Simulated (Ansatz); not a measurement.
## Run report: AlNH5Br, frequency calculation

The run: frequency calculation of AlNH5Br. Method and program: RHF/def2-SVP (Ansatz 0.2.0).

It belongs to a series of runs on one base structure; here: vibrations at the highest image of the band. Figures and captions count atoms from 1; the log counts them from 0 in places.

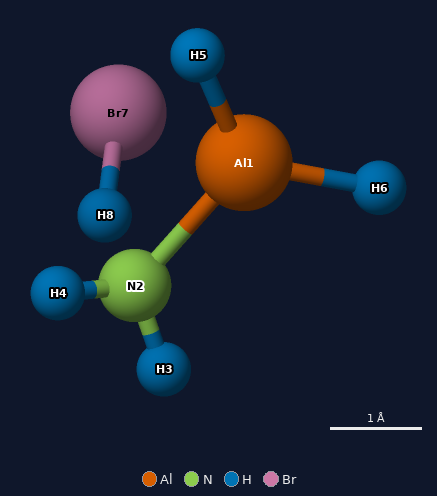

Fig. 1: The structure (ball-and-stick view, seen at a tilt; atoms are numbered from 1 in the order of the input). Sticks mark near contacts.

Input
```yaml
crystal:
  periodic: [false, false, false]
  atoms:
    - { symbol: Al, position_ang: [-0.003012, -0.058578, 0.205259] }
    - { symbol: "N", position_ang: [-0.017549, 0.087723, 2.045851] }
    - { symbol: H, position_ang: [-0.804635, -0.243074, 2.578816] }
    - { symbol: H, position_ang: [0.819489, -0.065066, 2.583229] }
    - { symbol: H, position_ang: [1.408082, -0.077868, -0.481412] }
    - { symbol: H, position_ang: [-1.372373, -0.410608, -0.476081] }
    - { symbol: Br, position_ang: [-0.343507, 2.92978, 0.970726] }
    - { symbol: H, position_ang: [-0.194294, 1.656391, 1.816311] }
basis:
  gaussian: { orbitals: def2-SVP }
hamiltonian:
  xc: hf
phonons: {}
```

Hardware: 1 thread of Arm Neoverse V1, 24 GiB of memory available, shared host.

Run as:
```bash
ansatz run input.yaml --threads 1 --pin off --max-ram 2048MiB --backend cpu --events-out ev --progress --plain --runs-dir out
```

Log
```
Engine: ansatz 0.2.0, aarch64-unknown-linux-gnu
Functional definition: HF
  exchange = exact_x
  correlation = 0
930 factors; integrals over basis functions are off by at most 3.6e-4 eV
mean field evaluation 1: about -78129.5593 eV, gradient 2.8e1 eV
mean field evaluation 2: about -78129.5930 eV, gradient 2.8e1 eV
mean field evaluation 4: about -78131.5226 eV, gradient 2.5e0 eV
mean field evaluation 8: about -78131.5473 eV, gradient 1.6e-1 eV
mean field -78131.54744671 eV, -2871.2814092015 hartree, gradient 1.2e-5 eV, S^2 0.000000; 0 other end points of the search recorded, 0 dependent functions left out
the calculation of the forces begins
reference -78131.54744671 eV, -2871.2814092015 hartree; 30, 30 occupied and 59, 59 virtual orbitals, 930 factors
these checks for a lower state are left out or cut short: stability, starts, cluster_reference, orbital_swaps, neighbouring_geometries, increment
930 factors; integrals over basis functions are off by at most 3.6e-4 eV
mean field evaluation 16: about -78131.5474 eV, gradient 8.3e-5 eV
mean field -78131.54737821 eV, -2871.2814066844 hartree, gradient 1.2e-6 eV, S^2 0.000000; 0 other end points of the search recorded, 0 dependent functions left out
[... from here on the field's lines of each further geometry are left out, up to the last ...]
the calculation of the forces begins
reference -78131.54743450 eV, -2871.2814087528 hartree; 30, 30 occupied and 59, 59 virtual orbitals, 930 factors
these checks for a lower state are left out or cut short: stability, starts, cluster_reference, orbital_swaps, neighbouring_geometries, increment
930 factors; integrals over basis functions are off by at most 3.6e-4 eV
mean field -78131.54741903 eV, -2871.2814081845 hartree, gradient 9.5e-7 eV, S^2 0.000000; 0 other end points of the search recorded, 0 dependent functions left out
the calculation of the forces begins
reference -78131.54741903 eV, -2871.2814081845 hartree; 30, 30 occupied and 59, 59 virtual orbitals, 930 factors
WARN: phonons: modes at or below zero, which the zero-point energy, F, S and C_V leave out: 1, the lowest at -613.49 cm⁻¹. A minimum has none, and a first-order saddle one
Total energy: -78131.54744671 eV, -2871.2814092015 hartree
Atom 0 at    -0.003012    -0.058578     0.205259 Å, force     0.007406     0.001380     0.003465 eV/Å
Atom 1 at    -0.017549     0.087723     2.045851 Å, force    -0.012164    -0.003223     0.018092 eV/Å
Atom 2 at    -0.804635    -0.243074     2.578816 Å, force    -0.000471    -0.003207    -0.004803 eV/Å
Atom 3 at     0.819489    -0.065066     2.583229 Å, force     0.008321     0.001630    -0.011828 eV/Å
Atom 4 at     1.408082    -0.077868    -0.481412 Å, force     0.003406    -0.003251    -0.001962 eV/Å
Atom 5 at    -1.372373    -0.410608    -0.476081 Å, force    -0.004334     0.003065    -0.001756 eV/Å
Atom 6 at    -0.343507     2.929780     0.970726 Å, force    -0.001135    -0.000509    -0.004302 eV/Å
Atom 7 at    -0.194294     1.656391     1.816311 Å, force    -0.001029     0.004115     0.003094 eV/Å
Dipole moment:     0.071839    -0.632443     0.429650 e Å
Vibrations: -613.49 79.05 298.80 394.85 461.67 581.77 624.45 703.25 749.96 828.15 849.44 1017.55 1403.92 1675.58 2063.48 2065.80 3739.93 3826.96 cm⁻¹, zero-point energy 1.324437 eV
```

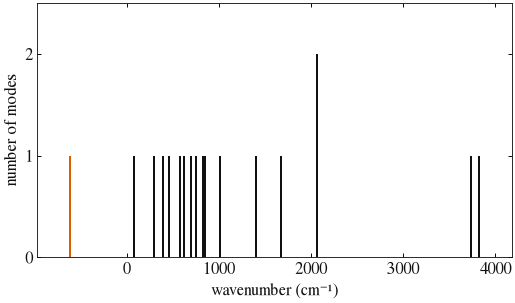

Fig. 2: Harmonic vibrational wavenumbers from the force constants; neighbouring modes closer than 20 cm⁻¹ are counted in one stick, and imaginary ones are drawn at negative wavenumbers. 18 modes from 613i to 3827 cm⁻¹, 1 imaginary beyond 8i (613i cm⁻¹): a first-order saddle point, if the geometry is stationary.

Summary

```csv
quantity,value
outcome,converged
total energy,−78131.5474 eV
mean-field energy,−78131.5474 eV
largest force (length of the vector),0.022 eV/Å
wall time,64 s
peak memory,0.17 GiB
```
